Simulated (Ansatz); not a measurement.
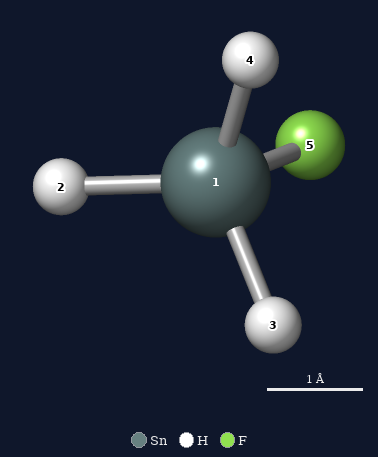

Figure 1. The starting structure (ball-and-stick view, seen at a tilt; atoms are numbered from 1 in the order of the input). Sticks mark near contacts. Bond lengths as drawn: F–Sn 1.93 Å and H–Sn 1.70 Å.

# SnH$_{3}$F: geometry relaxation

- system: SnH$_{3}$F
- method: RKS PBE0-D4/def2-TZVP (Ansatz 0.2.0)

Figures and captions count atoms from 1; the log counts them from 0 in places.

Log:
```
Functional definition: PBE0
  name "PBE0"
  cite "Adamo & Barone, J. Chem. Phys. 110, 6158 (1999) doi:10.1063/1.478522"
  cite "Perdew, Burke & Ernzerhof, Phys. Rev. Lett. 77, 3865 (1996) doi:10.1103/PhysRevLett.77.3865"
  parent pbe
  parameter a = 0.25
  parameter kappa = 0.804
  parameter beta = 0.06672455060314922
  exchange = (1 - a)*pbe_x(kappa = kappa, mu = beta*pi^2/3) + a*exact_x
  correlation = pbe_c(beta = beta)
749 factors; their error is unknown
mean field evaluation 1: about -8593.7647 eV, gradient 3.9e1 eV
mean field evaluation 2: about -8586.9922 eV, gradient 7.8e1 eV
mean field evaluation 4: about -8595.9950 eV, gradient 1.5e0 eV
mean field evaluation 8: about -8596.0866 eV, gradient 3.4e-2 eV
mean field -8596.08657640 eV, -315.9003550460 hartree, gradient 5.4e-5 eV, S^2 0.000000; 0 other end points of the search recorded, 0 dependent functions left out
the calculation of the forces begins
reference -8596.08660774 eV, -315.9003561975 hartree; 17, 17 occupied and 82, 82 virtual orbitals, 749 factors
relax step   1: F+E_penalty+E_count = -8596.13403932 eV  Δ(F+E_penalty+E_count) = +0.000e0 eV  max|allowed force component| = 5.399e-2 eV/Å  Δτ_max = 0.0000 Å  (23 SCF iters, accepted)
these checks for a lower state are left out or cut short: starts, cluster_reference, orbital_swaps, neighbouring_geometries, increment
749 factors; their error is unknown
mean field evaluation 16: about -8595.9986 eV, gradient 4.1e-4 eV
mean field -8596.08670919 eV, -315.9003599258 hartree, gradient 1.0e-5 eV, S^2 0.000000; 0 other end points of the search recorded, 0 dependent functions left out
the calculation of the forces begins
reference -8596.08674052 eV, -315.9003610771 hartree; 17, 17 occupied and 82, 82 virtual orbitals, 749 factors
relax step   2: F+E_penalty+E_count = -8596.13417772 eV  Δ(F+E_penalty+E_count) = -1.384e-4 eV  max|allowed force component| = 1.454e-2 eV/Å  Δτ_max = 0.0061 Å  (30 SCF iters, accepted)
these checks for a lower state are left out or cut short: starts, cluster_reference, orbital_swaps, neighbouring_geometries, increment
749 factors; their error is unknown
mean field -8596.08673234 eV, -315.9003607767 hartree, gradient 1.0e-5 eV, S^2 0.000000; 0 other end points of the search recorded, 0 dependent functions left out
the calculation of the forces begins
reference -8596.08676367 eV, -315.9003619280 hartree; 17, 17 occupied and 82, 82 virtual orbitals, 749 factors
relax step   3: F+E_penalty+E_count = -8596.13420390 eV  Δ(F+E_penalty+E_count) = -2.619e-5 eV  max|allowed force component| = 1.642e-3 eV/Å  Δτ_max = 0.0022 Å  (31 SCF iters, accepted)
749 factors; their error is unknown
mean field evaluation 32: about -8587.0612 eV, gradient 7.8e1 eV
```

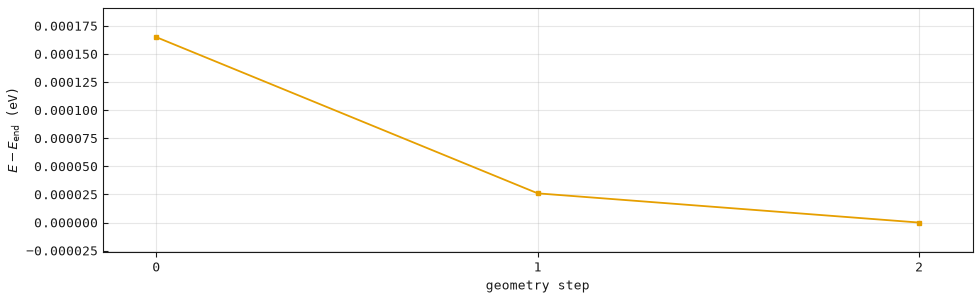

Figure 2. Progress of the relaxation, step by step (the first geometry is step 0 here and step 1 in the log). The atom that moves furthest after the best rigid fit is F5 (0.004 Å). By element the largest moves are F 0.004 Å, Sn 0.003 Å, H 0.003 Å. Over 2 geometry steps the energy falls by next to nothing (0.0 eV). The largest force component goes from 0.054 to 0.0016 eV/Å. (Atoms are counted from 1 in the order of the input.)

```
mean field -8596.08673234 eV, -315.9003607767 hartree, gradient 1.8e-5 eV, S^2 0.000000; 1 other end points of the search recorded, 0 dependent functions left out
the calculation of the forces begins
reference -8596.08676367 eV, -315.9003619280 hartree; 17, 17 occupied and 82, 82 virtual orbitals, 749 factors
Total energy: -8596.13423523 eV, -315.9021064757 hartree
Atom 0 at    -0.988410     1.919425     0.018105 Å, force    -0.000524    -0.000725    -0.000827 eV/Å
Atom 1 at    -1.321037     0.550388    -0.934477 Å, force    -0.000383     0.000973     0.000110 eV/Å
Atom 2 at    -2.229217     2.310333     1.113397 Å, force    -0.000522    -0.000003    -0.000128 eV/Å
Atom 3 at    -0.415075     3.250619    -0.871437 Å, force    -0.000213     0.000154    -0.000467 eV/Å
Atom 4 at     0.496240     1.395207     1.126738 Å, force     0.001642    -0.000399     0.001312 eV/Å
Dipole moment:    -0.438958     0.155020    -0.327770 e Å
```

Trajectory as extended XYZ (Å, eV, eV/Å), 3 frames, from step=1 to step=3:
```
5
Properties=species:S:1:pos:R:3:forces:R:3 step=1 energy=-8596.13404
Sn   -0.9902    1.9179    0.0158    0.0532   0.0111   0.0540
H    -1.3234    0.5504   -0.9366    0.0001  -0.0130  -0.0061
H    -2.2274    2.3090    1.1149   -0.0069  -0.0005  -0.0064
H    -0.4129    3.2495   -0.8704   -0.0067  -0.0004  -0.0065
F     0.4964    1.3991    1.1287   -0.0397   0.0028  -0.0350
5
Properties=species:S:1:pos:R:3:forces:R:3 step=2 energy=-8596.13418
Sn   -0.9877    1.9203    0.0192    0.0044  -0.0145  -0.0029
H    -1.3207    0.5512   -0.9338    0.0005   0.0028   0.0018
H    -2.2305    2.3103    1.1125    0.0035   0.0014   0.0037
H    -0.4161    3.2507   -0.8726    0.0034   0.0014   0.0039
F     0.4975    1.3934    1.1270   -0.0118   0.0089  -0.0065
5
Properties=species:S:1:pos:R:3:forces:R:3 step=3 energy=-8596.13420
Sn   -0.9884    1.9194    0.0181   -0.0005  -0.0007  -0.0008
H    -1.3210    0.5504   -0.9345   -0.0004   0.0010   0.0001
H    -2.2292    2.3103    1.1134   -0.0005   0.0000  -0.0001
H    -0.4151    3.2506   -0.8714   -0.0002   0.0002  -0.0005
F     0.4962    1.3952    1.1267    0.0016  -0.0004   0.0013
```

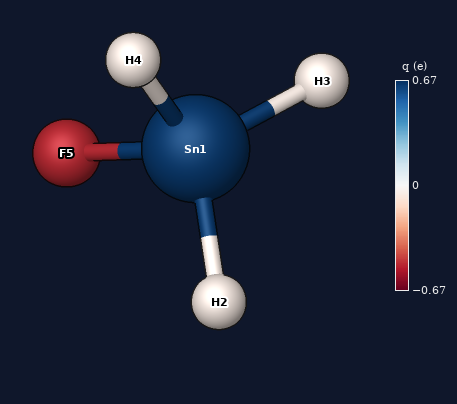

Figure 3. Mulliken charges, as the colour of each atom (ball-and-stick view, seen at a tilt; atoms are numbered from 1 in the order of the input). By element: Sn +0.64, H −0.05 and F −0.50 e.

The run was set up as follows.

Input:
```yaml
crystal:
  periodic: [false, false, false]
  atoms:
    - {symbol: Sn, position_ang: [-0.990178, 1.917904, 0.015763]}
    - {symbol: H, position_ang: [-1.323429, 0.550423, -0.936646]}
    - {symbol: H, position_ang: [-2.227406, 2.309035, 1.114856]}
    - {symbol: H, position_ang: [-0.412898, 3.249519, -0.870391]}
    - {symbol: F, position_ang: [0.496411, 1.399090, 1.128744]}
basis:
  gaussian: {orbitals: def2-TZVP}
hamiltonian: {xc: pbe0, dispersion: d4}
relax: {f_tol: 0.005, max_steps: 200}
```

Run as:
```bash
ansatz run in.yaml --threads 4 --pin off --events-out ev --progress --plain --max-ram 9574MiB
```

Summary:

| quantity | value |
| --- | --- |
| outcome | converged |
| total energy | −8596.1342 eV |
| mean-field energy | −8596.0868 eV |
| dispersion energy | −0.0475 eV |
| SCF solution under orbital rotations | stable |
| largest force (length of the vector) at the end | 0.002 eV/Å |
| dipole moment | 2.73 D |
| hardware | 4 threads of Intel Xeon @ 2.50GHz, 180 GiB of memory available, shared host |
| wall time | 5 s (CPU time 16 s) |
| peak memory | 0.44 GiB |
